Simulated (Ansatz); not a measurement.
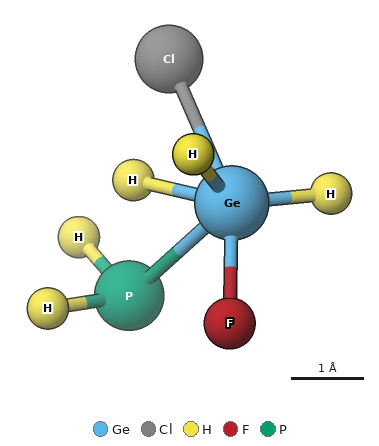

**Figure 1.** The starting structure (ball-and-stick view, seen at an oblique angle). Sticks mark near contacts.

**GePH₅ClF: molecular dynamics (part 1 of 5)**

GePH₅ClF, computed with RKS revPBE-D4/def2-SVP (Ansatz 0.2.0).

It belongs to a series of runs on one base structure; here: dynamics from the highest image of the converged band.

Output:
```
Engine: ansatz 0.2.0, x86_64-unknown-linux-gnu
Functional definition: revPBE
  parameter kappa = 1.245
  parameter beta = 0.06672455060314922
  exchange = pbe_x(kappa = kappa, mu = beta*pi^2/3)
  correlation = pbe_c(beta = beta)
1191 factors; their error is unknown
mean field evaluation 1: about -81099.2046 eV, gradient 4.2e1 eV
mean field evaluation 2: about -81079.5032 eV, gradient 1.2e2 eV
mean field evaluation 4: about -81101.8782 eV, gradient 6.8e0 eV
mean field evaluation 8: about -81101.9717 eV, gradient 2.2e-1 eV
mean field evaluation 16: about -81101.9109 eV, gradient 5.7e-5 eV
mean field -81101.91088301 eV, -2980.4402521012 hartree, gradient 5.7e-5 eV, S^2 0.000000; 0 other end points of the search recorded, 0 dependent functions left out
the calculation of the forces begins
reference -81101.91092193 eV, -2980.4402535313 hartree; 39, 39 occupied and 68, 68 virtual orbitals, 1191 factors
md step     0: t =     0.00 fs  T =   100.0 K  F+E_penalty+E_count = -81102.53011899 eV  E_kin = 0.090482 eV  conserved = -81102.43963699 eV  (26 SCF iters)
these checks for a lower state are left out or cut short: starts, cluster_reference, orbital_swaps, neighbouring_geometries, increment
1191 factors; their error is unknown
mean field -81101.91026512 eV, -2980.4402293940 hartree, gradient 8.0e-5 eV, S^2 0.000000; 0 other end points of the search recorded, 0 dependent functions left out
the calculation of the forces begins
reference -81101.91030408 eV, -2980.4402308255 hartree; 39, 39 occupied and 68, 68 virtual orbitals, 1191 factors
md step     1: t =     0.50 fs  T =    98.9 K  F+E_penalty+E_count = -81102.52907388 eV  E_kin = 0.089444 eV  conserved = -81102.43962964 eV  (26 SCF iters, 3 dispersion substeps)
[... from here on the SCF iterations and repeated set-up lines of each step are left out, up to the last step ...]
md step     2: t =     1.00 fs  T =    95.6 K  F+E_penalty+E_count = -81102.52606718 eV  E_kin = 0.086461 eV  conserved = -81102.43960623 eV  (26 SCF iters, 3 dispersion substeps)
md step     3: t =     1.50 fs  T =    90.5 K  F+E_penalty+E_count = -81102.52147316 eV  E_kin = 0.081903 eV  conserved = -81102.43957034 eV  (27 SCF iters, 3 dispersion substeps)
md step     4: t =     2.00 fs  T =    84.4 K  F+E_penalty+E_count = -81102.51586150 eV  E_kin = 0.076333 eV  conserved = -81102.43952834 eV  (27 SCF iters, 3 dispersion substeps)
md step     5: t =     2.50 fs  T =    77.8 K  F+E_penalty+E_count = -81102.50989610 eV  E_kin = 0.070408 eV  conserved = -81102.43948811 eV  (27 SCF iters, 3 dispersion substeps)
md step     6: t =     3.00 fs  T =    71.6 K  F+E_penalty+E_count = -81102.50421119 eV  E_kin = 0.064754 eV  conserved = -81102.43945743 eV  (27 SCF iters, 3 dispersion substeps)
md step     7: t =     3.50 fs  T =    66.1 K  F+E_penalty+E_count = -81102.49929117 eV  E_kin = 0.059849 eV  conserved = -81102.43944176 eV  (27 SCF iters, 3 dispersion substeps)
md step     8: t =     4.00 fs  T =    61.8 K  F+E_penalty+E_count = -81102.49538497 eV  E_kin = 0.055942 eV  conserved = -81102.43944301 eV  (27 SCF iters, 3 dispersion substeps)
md step     9: t =     4.50 fs  T =    58.6 K  F+E_penalty+E_count = -81102.49247571 eV  E_kin = 0.053016 eV  conserved = -81102.43945933 eV  (27 SCF iters, 3 dispersion substeps)
md step    10: t =     5.00 fs  T =    56.2 K  F+E_penalty+E_count = -81102.49031145 eV  E_kin = 0.050826 eV  conserved = -81102.43948499 eV  (27 SCF iters, 3 dispersion substeps)
md step    11: t =     5.50 fs  T =    54.1 K  F+E_penalty+E_count = -81102.48848960 eV  E_kin = 0.048976 eV  conserved = -81102.43951336 eV  (27 SCF iters, 3 dispersion substeps)
md step    12: t =     6.00 fs  T =    52.0 K  F+E_penalty+E_count = -81102.48656608 eV  E_kin = 0.047029 eV  conserved = -81102.43953684 eV  (27 SCF iters, 3 dispersion substeps)
md step    13: t =     6.50 fs  T =    49.3 K  F+E_penalty+E_count = -81102.48416772 eV  E_kin = 0.044618 eV  conserved = -81102.43955021 eV  (27 SCF iters, 3 dispersion substeps)
md step    14: t =     7.00 fs  T =    45.9 K  F+E_penalty+E_count = -81102.48107711 eV  E_kin = 0.041526 eV  conserved = -81102.43955088 eV  (29 SCF iters, 3 dispersion substeps)
md step    15: t =     7.50 fs  T =    41.7 K  F+E_penalty+E_count = -81102.47727777 eV  E_kin = 0.037739 eV  conserved = -81102.43953859 eV  (29 SCF iters, 3 dispersion substeps)
md step    16: t =     8.00 fs  T =    37.0 K  F+E_penalty+E_count = -81102.47295710 eV  E_kin = 0.033441 eV  conserved = -81102.43951580 eV  (29 SCF iters, 3 dispersion substeps)
md step    17: t =     8.50 fs  T =    32.0 K  F+E_penalty+E_count = -81102.46846992 eV  E_kin = 0.028984 eV  conserved = -81102.43948636 eV  (24 SCF iters, 3 dispersion substeps)
md step    18: t =     9.00 fs  T =    27.4 K  F+E_penalty+E_count = -81102.46427675 eV  E_kin = 0.024821 eV  conserved = -81102.43945536 eV  (24 SCF iters, 3 dispersion substeps)
md step    19: t =     9.50 fs  T =    23.7 K  F+E_penalty+E_count = -81102.46086678 eV  E_kin = 0.021439 eV  conserved = -81102.43942755 eV  (28 SCF iters, 3 dispersion substeps)
md step    20: t =    10.00 fs  T =    21.3 K  F+E_penalty+E_count = -81102.45868077 eV  E_kin = 0.019274 eV  conserved = -81102.43940711 eV  (24 SCF iters, 3 dispersion substeps)
md step    21: t =    10.50 fs  T =    20.6 K  F+E_penalty+E_count = -81102.45804218 eV  E_kin = 0.018645 eV  conserved = -81102.43939704 eV  (24 SCF iters, 3 dispersion substeps)
md step    22: t =    11.00 fs  T =    21.8 K  F+E_penalty+E_count = -81102.45910643 eV  E_kin = 0.019707 eV  conserved = -81102.43939961 eV  (23 SCF iters, 3 dispersion substeps)
md step    23: t =    11.50 fs  T =    24.8 K  F+E_penalty+E_count = -81102.46183086 eV  E_kin = 0.022416 eV  conserved = -81102.43941471 eV  (25 SCF iters, 3 dispersion substeps)
md step    24: t =    12.00 fs  T =    29.3 K  F+E_penalty+E_count = -81102.46597442 eV  E_kin = 0.026534 eV  conserved = -81102.43944068 eV  (25 SCF iters, 3 dispersion substeps)
md step    25: t =    12.50 fs  T =    35.0 K  F+E_penalty+E_count = -81102.47112460 eV  E_kin = 0.031651 eV  conserved = -81102.43947403 eV  (25 SCF iters, 3 dispersion substeps)
md step    26: t =    13.00 fs  T =    41.2 K  F+E_penalty+E_count = -81102.47675239 eV  E_kin = 0.037242 eV  conserved = -81102.43951013 eV  (28 SCF iters, 3 dispersion substeps)
md step    27: t =    13.50 fs  T =    47.2 K  F+E_penalty+E_count = -81102.48228804 eV  E_kin = 0.042745 eV  conserved = -81102.43954337 eV  (28 SCF iters, 3 dispersion substeps)
md step    28: t =    14.00 fs  T =    52.7 K  F+E_penalty+E_count = -81102.48720910 eV  E_kin = 0.047641 eV  conserved = -81102.43956831 eV  (28 SCF iters, 3 dispersion substeps)
md step    29: t =    14.50 fs  T =    57.0 K  F+E_penalty+E_count = -81102.49112576 eV  E_kin = 0.051545 eV  conserved = -81102.43958067 eV  (28 SCF iters, 3 dispersion substeps)
md step    30: t =    15.00 fs  T =    60.0 K  F+E_penalty+E_count = -81102.49384718 eV  E_kin = 0.054269 eV  conserved = -81102.43957819 eV  (28 SCF iters, 3 dispersion substeps)
md step    31: t =    15.50 fs  T =    61.7 K  F+E_penalty+E_count = -81102.49541377 eV  E_kin = 0.055852 eV  conserved = -81102.43956184 eV  (28 SCF iters, 3 dispersion substeps)
md step    32: t =    16.00 fs  T =    62.5 K  F+E_penalty+E_count = -81102.49608301 eV  E_kin = 0.056548 eV  conserved = -81102.43953550 eV  (28 SCF iters, 3 dispersion substeps)
md step    33: t =    16.50 fs  T =    62.7 K  F+E_penalty+E_count = -81102.49626884 eV  E_kin = 0.056763 eV  conserved = -81102.43950535 eV  (27 SCF iters, 3 dispersion substeps)
md step    34: t =    17.00 fs  T =    63.0 K  F+E_penalty+E_count = -81102.49644433 eV  E_kin = 0.056966 eV  conserved = -81102.43947845 eV  (28 SCF iters, 3 dispersion substeps)
md step    35: t =    17.50 fs  T =    63.6 K  F+E_penalty+E_count = -81102.49702964 eV  E_kin = 0.057568 eV  conserved = -81102.43946127 eV  (28 SCF iters, 3 dispersion substeps)
md step    36: t =    18.00 fs  T =    65.0 K  F+E_penalty+E_count = -81102.49829206 eV  E_kin = 0.058835 eV  conserved = -81102.43945734 eV  (28 SCF iters, 3 dispersion substeps)
md step    37: t =    18.50 fs  T =    67.2 K  F+E_penalty+E_count = -81102.50028674 eV  E_kin = 0.060819 eV  conserved = -81102.43946778 eV  (28 SCF iters, 3 dispersion substeps)
md step    38: t =    19.00 fs  T =    70.0 K  F+E_penalty+E_count = -81102.50284836 eV  E_kin = 0.063359 eV  conserved = -81102.43948944 eV  (28 SCF iters, 3 dispersion substeps)
md step    39: t =    19.50 fs  T =    73.1 K  F+E_penalty+E_count = -81102.50563931 eV  E_kin = 0.066123 eV  conserved = -81102.43951608 eV  (27 SCF iters, 3 dispersion substeps)
md step    40: t =    20.00 fs  T =    75.9 K  F+E_penalty+E_count = -81102.50823832 eV  E_kin = 0.068697 eV  conserved = -81102.43954147 eV  (28 SCF iters, 3 dispersion substeps)
md step    41: t =    20.50 fs  T =    78.1 K  F+E_penalty+E_count = -81102.51024153 eV  E_kin = 0.070682 eV  conserved = -81102.43955975 eV  (28 SCF iters, 3 dispersion substeps)
md step    42: t =    21.00 fs  T =    79.3 K  F+E_penalty+E_count = -81102.51135493 eV  E_kin = 0.071788 eV  conserved = -81102.43956702 eV  (28 SCF iters, 3 dispersion substeps)
md step    43: t =    21.50 fs  T =    79.5 K  F+E_penalty+E_count = -81102.51145695 eV  E_kin = 0.071895 eV  conserved = -81102.43956160 eV  (28 SCF iters, 3 dispersion substeps)
md step    44: t =    22.00 fs  T =    78.6 K  F+E_penalty+E_count = -81102.51062376 eV  E_kin = 0.071079 eV  conserved = -81102.43954475 eV  (28 SCF iters, 3 dispersion substeps)
md step    45: t =    22.50 fs  T =    76.9 K  F+E_penalty+E_count = -81102.50911560 eV  E_kin = 0.069597 eV  conserved = -81102.43951907 eV  (28 SCF iters, 3 dispersion substeps)
md step    46: t =    23.00 fs  T =    75.0 K  F+E_penalty+E_count = -81102.50733560 eV  E_kin = 0.067847 eV  conserved = -81102.43948829 eV  (28 SCF iters, 3 dispersion substeps)
md step    47: t =    23.50 fs  T =    73.3 K  F+E_penalty+E_count = -81102.50577048 eV  E_kin = 0.066314 eV  conserved = -81102.43945652 eV  (28 SCF iters, 3 dispersion substeps)
md step    48: t =    24.00 fs  T =    72.4 K  F+E_penalty+E_count = -81102.50492571 eV  E_kin = 0.065498 eV  conserved = -81102.43942791 eV  (28 SCF iters, 3 dispersion substeps)
md step    49: t =    24.50 fs  T =    72.8 K  F+E_penalty+E_count = -81102.50526234 eV  E_kin = 0.065857 eV  conserved = -81102.43940496 eV  (28 SCF iters, 3 dispersion substeps)
md step    50: t =    25.00 fs  T =    74.9 K  F+E_penalty+E_count = -81102.50714794 eV  E_kin = 0.067757 eV  conserved = -81102.43939044 eV  (27 SCF iters, 3 dispersion substeps)
md step    51: t =    25.50 fs  T =    78.9 K  F+E_penalty+E_count = -81102.51081848 eV  E_kin = 0.071433 eV  conserved = -81102.43938553 eV  (27 SCF iters, 3 dispersion substeps)
md step    52: t =    26.00 fs  T =    85.1 K  F+E_penalty+E_count = -81102.51635985 eV  E_kin = 0.076970 eV  conserved = -81102.43939010 eV  (27 SCF iters, 3 dispersion substeps)
md step    53: t =    26.50 fs  T =    93.2 K  F+E_penalty+E_count = -81102.52370849 eV  E_kin = 0.084305 eV  conserved = -81102.43940328 eV  (26 SCF iters, 3 dispersion substeps)
md step    54: t =    27.00 fs  T =   103.1 K  F+E_penalty+E_count = -81102.53266955 eV  E_kin = 0.093247 eV  conserved = -81102.43942284 eV  (26 SCF iters, 3 dispersion substeps)
md step    55: t =    27.50 fs  T =   114.4 K  F+E_penalty+E_count = -81102.54295228 eV  E_kin = 0.103506 eV  conserved = -81102.43944588 eV  (26 SCF iters, 3 dispersion substeps)
md step    56: t =    28.00 fs  T =   126.8 K  F+E_penalty+E_count = -81102.55421704 eV  E_kin = 0.114747 eV  conserved = -81102.43947019 eV  (26 SCF iters, 3 dispersion substeps)
md step    57: t =    28.50 fs  T =   139.9 K  F+E_penalty+E_count = -81102.56612123 eV  E_kin = 0.126628 eV  conserved = -81102.43949310 eV  (26 SCF iters, 3 dispersion substeps)
md step    58: t =    29.00 fs  T =   153.4 K  F+E_penalty+E_count = -81102.57835895 eV  E_kin = 0.138844 eV  conserved = -81102.43951458 eV  (26 SCF iters, 3 dispersion substeps)
md step    59: t =    29.50 fs  T =   167.0 K  F+E_penalty+E_count = -81102.59067248 eV  E_kin = 0.151136 eV  conserved = -81102.43953624 eV  (26 SCF iters, 3 dispersion substeps)
md step    60: t =    30.00 fs  T =   180.4 K  F+E_penalty+E_count = -81102.60283186 eV  E_kin = 0.163270 eV  conserved = -81102.43956189 eV  (26 SCF iters, 3 dispersion substeps)
md step    61: t =    30.50 fs  T =   193.4 K  F+E_penalty+E_count = -81102.61458005 eV  E_kin = 0.174983 eV  conserved = -81102.43959707 eV  (27 SCF iters, 3 dispersion substeps)
md step    62: t =    31.00 fs  T =   205.5 K  F+E_penalty+E_count = -81102.62555832 eV  E_kin = 0.185912 eV  conserved = -81102.43964634 eV  (26 SCF iters, 3 dispersion substeps)
md step    63: t =    31.50 fs  T =   216.1 K  F+E_penalty+E_count = -81102.63524749 eV  E_kin = 0.195539 eV  conserved = -81102.43970897 eV  (26 SCF iters, 3 dispersion substeps)
md step    64: t =    32.00 fs  T =   224.6 K  F+E_penalty+E_count = -81102.64298030 eV  E_kin = 0.203204 eV  conserved = -81102.43977644 eV  (26 SCF iters, 3 dispersion substeps)
md step    65: t =    32.50 fs  T =   230.2 K  F+E_penalty+E_count = -81102.64807650 eV  E_kin = 0.208247 eV  conserved = -81102.43982917 eV  (26 SCF iters, 3 dispersion substeps)
md step    66: t =    33.00 fs  T =   232.4 K  F+E_penalty+E_count = -81102.65013277 eV  E_kin = 0.210294 eV  conserved = -81102.43983873 eV  (26 SCF iters, 3 dispersion substeps)
md step    67: t =    33.50 fs  T =   231.7 K  F+E_penalty+E_count = -81102.64942485 eV  E_kin = 0.209646 eV  conserved = -81102.43977879 eV  (26 SCF iters, 3 dispersion substeps)
md step    68: t =    34.00 fs  T =   229.5 K  F+E_penalty+E_count = -81102.64726521 eV  E_kin = 0.207624 eV  conserved = -81102.43964077 eV  (26 SCF iters, 3 dispersion substeps)
md step    69: t =    34.50 fs  T =   228.4 K  F+E_penalty+E_count = -81102.64607572 eV  E_kin = 0.206625 eV  conserved = -81102.43945098 eV  (26 SCF iters, 3 dispersion substeps)
md step    70: t =    35.00 fs  T =   231.7 K  F+E_penalty+E_count = -81102.64895009 eV  E_kin = 0.209678 eV  conserved = -81102.43927218 eV  (26 SCF iters, 3 dispersion substeps)
md step    71: t =    35.50 fs  T =   242.6 K  F+E_penalty+E_count = -81102.65869984 eV  E_kin = 0.219519 eV  conserved = -81102.43918042 eV  (26 SCF iters, 3 dispersion substeps)
md step    72: t =    36.00 fs  T =   262.5 K  F+E_penalty+E_count = -81102.67672841 eV  E_kin = 0.237502 eV  conserved = -81102.43922612 eV  (26 SCF iters, 3 dispersion substeps)
md step    73: t =    36.50 fs  T =   290.6 K  F+E_penalty+E_count = -81102.70230651 eV  E_kin = 0.262904 eV  conserved = -81102.43940231 eV  (27 SCF iters, 3 dispersion substeps)
md step    74: t =    37.00 fs  T =   323.9 K  F+E_penalty+E_count = -81102.73268905 eV  E_kin = 0.293042 eV  conserved = -81102.43964747 eV  (27 SCF iters, 3 dispersion substeps)
md step    75: t =    37.50 fs  T =   358.3 K  F+E_penalty+E_count = -81102.76403220 eV  E_kin = 0.324152 eV  conserved = -81102.43987976 eV  (27 SCF iters, 3 dispersion substeps)
md step    76: t =    38.00 fs  T =   389.7 K  F+E_penalty+E_count = -81102.79262192 eV  E_kin = 0.352585 eV  conserved = -81102.44003655 eV  (27 SCF iters, 3 dispersion substeps)
md step    77: t =    38.50 fs  T =   415.3 K  F+E_penalty+E_count = -81102.81583899 eV  E_kin = 0.375745 eV  conserved = -81102.44009401 eV  (25 SCF iters, 3 dispersion substeps)
md step    78: t =    39.00 fs  T =   433.8 K  F+E_penalty+E_count = -81102.83255560 eV  E_kin = 0.392491 eV  conserved = -81102.44006415 eV  (25 SCF iters, 3 dispersion substeps)
md step    79: t =    39.50 fs  T =   445.4 K  F+E_penalty+E_count = -81102.84299952 eV  E_kin = 0.403023 eV  conserved = -81102.43997671 eV  (27 SCF iters, 3 dispersion substeps)
md step    80: t =    40.00 fs  T =   451.4 K  F+E_penalty+E_count = -81102.84832669 eV  E_kin = 0.408463 eV  conserved = -81102.43986376 eV  (27 SCF iters, 3 dispersion substeps)
md step    81: t =    40.50 fs  T =   453.6 K  F+E_penalty+E_count = -81102.85014389 eV  E_kin = 0.410394 eV  conserved = -81102.43974976 eV  (28 SCF iters, 3 dispersion substeps)
md step    82: t =    41.00 fs  T =   453.7 K  F+E_penalty+E_count = -81102.85013597 eV  E_kin = 0.410488 eV  conserved = -81102.43964830 eV  (27 SCF iters, 3 dispersion substeps)
md step    83: t =    41.50 fs  T =   453.4 K  F+E_penalty+E_count = -81102.84984803 eV  E_kin = 0.410284 eV  conserved = -81102.43956393 eV  (28 SCF iters, 3 dispersion substeps)
md step    84: t =    42.00 fs  T =   454.4 K  F+E_penalty+E_count = -81102.85060298 eV  E_kin = 0.411109 eV  conserved = -81102.43949432 eV  (28 SCF iters, 3 dispersion substeps)
md step    85: t =    42.50 fs  T =   457.6 K  F+E_penalty+E_count = -81102.85351193 eV  E_kin = 0.414075 eV  conserved = -81102.43943688 eV  (28 SCF iters, 3 dispersion substeps)
md step    86: t =    43.00 fs  T =   464.3 K  F+E_penalty+E_count = -81102.85951451 eV  E_kin = 0.420126 eV  conserved = -81102.43938809 eV  (28 SCF iters, 3 dispersion substeps)
md step    87: t =    43.50 fs  T =   475.3 K  F+E_penalty+E_count = -81102.86941534 eV  E_kin = 0.430067 eV  conserved = -81102.43934800 eV  (28 SCF iters, 3 dispersion substeps)
md step    88: t =    44.00 fs  T =   491.3 K  F+E_penalty+E_count = -81102.88387338 eV  E_kin = 0.444552 eV  conserved = -81102.43932116 eV  (28 SCF iters, 3 dispersion substeps)
md step    89: t =    44.50 fs  T =   512.8 K  F+E_penalty+E_count = -81102.90332727 eV  E_kin = 0.464010 eV  conserved = -81102.43931681 eV  (29 SCF iters, 3 dispersion substeps)
md step    90: t =    45.00 fs  T =   539.9 K  F+E_penalty+E_count = -81102.92785393 eV  E_kin = 0.488506 eV  conserved = -81102.43934818 eV  (29 SCF iters, 3 dispersion substeps)
md step    91: t =    45.50 fs  T =   572.0 K  F+E_penalty+E_count = -81102.95697540 eV  E_kin = 0.517547 eV  conserved = -81102.43942846 eV  (29 SCF iters, 3 dispersion substeps)
md step    92: t =    46.00 fs  T =   607.7 K  F+E_penalty+E_count = -81102.98946146 eV  E_kin = 0.549892 eV  conserved = -81102.43956929 eV  (29 SCF iters, 3 dispersion substeps)
md step    93: t =    46.50 fs  T =   644.8 K  F+E_penalty+E_count = -81103.02318719 eV  E_kin = 0.583416 eV  conserved = -81102.43977124 eV  (29 SCF iters, 3 dispersion substeps)
md step    94: t =    47.00 fs  T =   679.9 K  F+E_penalty+E_count = -81103.05515823 eV  E_kin = 0.615142 eV  conserved = -81102.44001596 eV  (28 SCF iters, 3 dispersion substeps)
md step    95: t =    47.50 fs  T =   709.1 K  F+E_penalty+E_count = -81103.08183313 eV  E_kin = 0.641577 eV  conserved = -81102.44025610 eV  (28 SCF iters, 3 dispersion substeps)
md step    96: t =    48.00 fs  T =   728.8 K  F+E_penalty+E_count = -81103.09987426 eV  E_kin = 0.659461 eV  conserved = -81102.44041327 eV  (28 SCF iters, 3 dispersion substeps)
md step    97: t =    48.50 fs  T =   737.1 K  F+E_penalty+E_count = -81103.10733676 eV  E_kin = 0.666943 eV  conserved = -81102.44039412 eV  (28 SCF iters, 3 dispersion substeps)
md step    98: t =    49.00 fs  T =   734.8 K  F+E_penalty+E_count = -81103.10501891 eV  E_kin = 0.664883 eV  conserved = -81102.44013599 eV  (28 SCF iters, 3 dispersion substeps)
md step    99: t =    49.50 fs  T =   726.8 K  F+E_penalty+E_count = -81103.09728276 eV  E_kin = 0.657610 eV  conserved = -81102.43967233 eV  (28 SCF iters, 3 dispersion substeps)
md step   100: t =    50.00 fs  T =   720.9 K  F+E_penalty+E_count = -81103.09142573 eV  E_kin = 0.652259 eV  conserved = -81102.43916694 eV  (28 SCF iters, 3 dispersion substeps)
md step   101: t =    50.50 fs  T =   725.4 K  F+E_penalty+E_count = -81103.09517255 eV  E_kin = 0.656314 eV  conserved = -81102.43885833 eV  (28 SCF iters, 3 dispersion substeps)
md step   102: t =    51.00 fs  T =   745.2 K  F+E_penalty+E_count = -81103.11316695 eV  E_kin = 0.674251 eV  conserved = -81102.43891557 eV  (27 SCF iters, 3 dispersion substeps)
md step   103: t =    51.50 fs  T =   779.4 K  F+E_penalty+E_count = -81103.14453666 eV  E_kin = 0.705221 eV  conserved = -81102.43931524 eV  (28 SCF iters, 3 dispersion substeps)
md step   104: t =    52.00 fs  T =   821.6 K  F+E_penalty+E_count = -81103.18324467 eV  E_kin = 0.743385 eV  conserved = -81102.43985939 eV  (28 SCF iters, 3 dispersion substeps)
md step   105: t =    52.50 fs  T =   862.8 K  F+E_penalty+E_count = -81103.22097971 eV  E_kin = 0.780665 eV  conserved = -81102.44031438 eV  (28 SCF iters, 3 dispersion substeps)
md step   106: t =    53.00 fs  T =   895.3 K  F+E_penalty+E_count = -81103.25063261 eV  E_kin = 0.810091 eV  conserved = -81102.44054112 eV  (28 SCF iters, 3 dispersion substeps)
md step   107: t =    53.50 fs  T =   915.0 K  F+E_penalty+E_count = -81103.26846558 eV  E_kin = 0.827938 eV  conserved = -81102.44052741 eV  (28 SCF iters, 3 dispersion substeps)
md step   108: t =    54.00 fs  T =   921.8 K  F+E_penalty+E_count = -81103.27442079 eV  E_kin = 0.834079 eV  conserved = -81102.44034193 eV  (28 SCF iters, 3 dispersion substeps)
md step   109: t =    54.50 fs  T =   918.5 K  F+E_penalty+E_count = -81103.27116623 eV  E_kin = 0.831091 eV  conserved = -81102.44007500 eV  (28 SCF iters, 3 dispersion substeps)
md step   110: t =    55.00 fs  T =   909.5 K  F+E_penalty+E_count = -81103.26275811 eV  E_kin = 0.822960 eV  conserved = -81102.43979806 eV  (28 SCF iters, 3 dispersion substeps)
```
